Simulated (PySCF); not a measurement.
# C₃H₇F₂Si₂ (SMILES C=C([SiH][SiH3])C(F)F) (doublet): what the fields show

```xyz
14

C    -1.8913   -1.2923   -0.8016
C    -0.9420   -0.4841   -0.3031
Si    0.7153   -0.1140   -1.0634
Si    2.3692    0.9099    0.1377
C    -1.2213    0.2535    0.9656
F    -0.3376   -0.1024    1.9460
F    -1.0443    1.5972    0.8089
H    -1.7248   -1.8438   -1.7092
H    -2.8458   -1.4266   -0.3191
H     0.8623   -1.0703   -2.1662
H     1.9680    2.2734    0.4940
H     2.7826    0.2189    1.3643
H     3.5426    0.9827   -0.7439
H    -2.2338    0.0974    1.3678
```

Geometry: GFN2-xTB.

These are results of UKS B3LYP, pcH-1 on C F H Si, non-relativistic, mean-field spin-orbit, GIAO (PySCF 2.14.0, density-fitted response routines), not measurements.

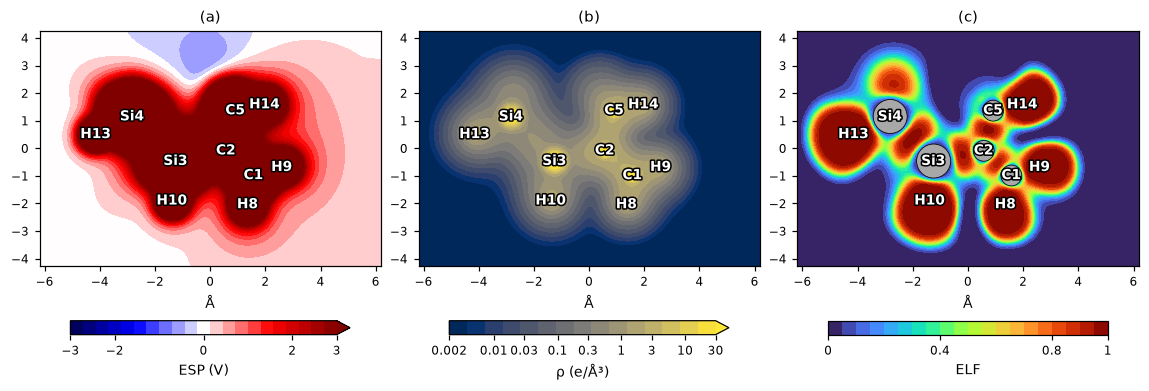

Figure 1. (a) molecular electrostatic potential; (b) total electron density; (c) electron localisation function on the plane of atoms C2, C5 and H14. Grey discs cover the atomic cores in the ELF map.

Read the bonding off the picture.

Answer. The plane passes through C, Si and H nuclei.
C–C (1.34 Å): ρ at the midpoint is about 2.3 e/Å³; the ELF peaks at about 0.95 between the atoms (a multiple bond).
C–Si (1.86 Å): the density is about 0.94 e/Å³ at the midpoint; the ELF peaks at about 0.95 between the atoms: a covalent bond.
Si–Si (2.29 Å): the density is about 0.67 e/Å³ at the midpoint; the ELF peaks at about 1 between the atoms (localised, covalent bonding).
C–H (1.08 Å): ρ is about 2.1 e/Å³ halfway; the ELF climbs to about 1 towards the hydrogen, as it does in any bond to H: a covalent bond by its length.
C–C (1.49 Å): ρ at the midpoint is about 1.8 e/Å³; the ELF peaks at about 0.95 between the atoms, as expected for localised, covalent bonding.
Outside the dense part of the molecule the potential is most negative (−0.7 V) near F6, which lies off the plane.

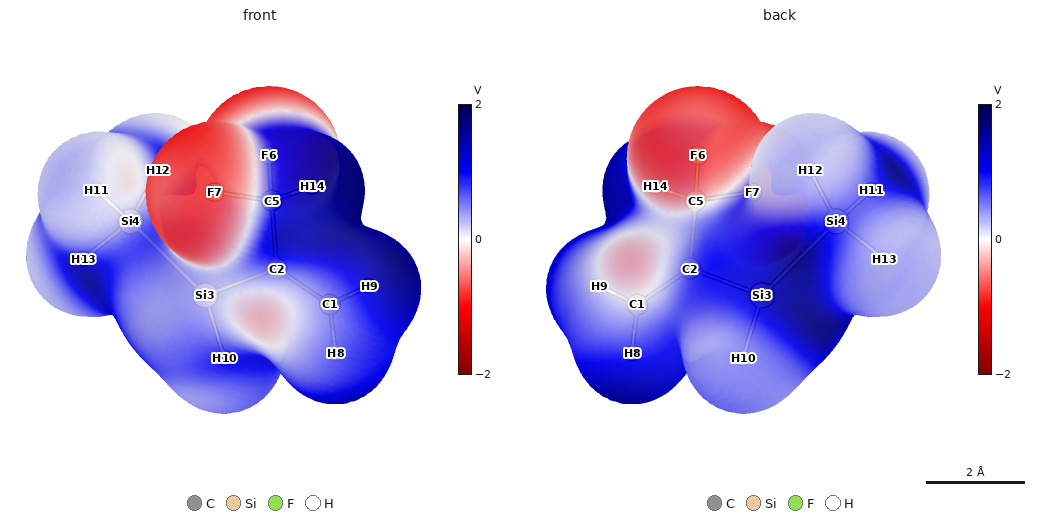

Figure 2. The electrostatic potential painted on the density surface at 0.004 e/bohr³, seen from the front and from behind; red is negative and blue positive.

Which sites attract a positive test charge, and which a negative one?

Answer. A positive charge is drawn to the negative regions and a negative charge to the positive ones. The most negative region (about −0.9 V, or −21 kcal/mol for a unit charge) lies over F6 and F7, the most positive (about +1.8 V, or +42 kcal/mol for a unit charge) over H9 and H14.
